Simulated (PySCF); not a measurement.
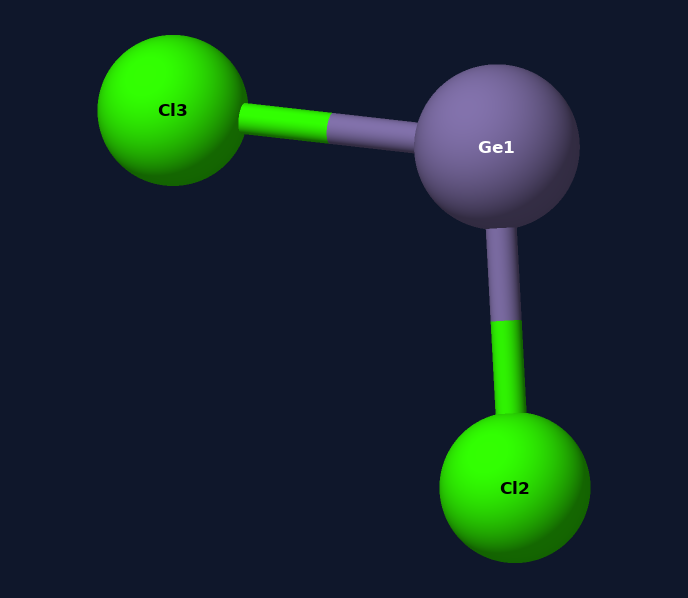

Computed geometry: PBE0-D3(BJ)/def2-SVP optimisation. No frequency run is at hand to confirm it as a minimum. Properties computed with delta-SCF UKS SCAN, pcX-2 on the ionised atom (unc-x2c-TZVPall on a metal), pcseg-1 elsewhere, spin-free X2C (PySCF 2.14.0).

Give the core-electron binding energies (to vacuum; p and d levels without spin–orbit splitting) of Cl2 1s, Cl2 2p.

| atom | level | binding energy (eV) |
| --- | --- | --- |
| Cl2 | 1s | 2828.3 |
| Cl2 | 2p | 206.3 |
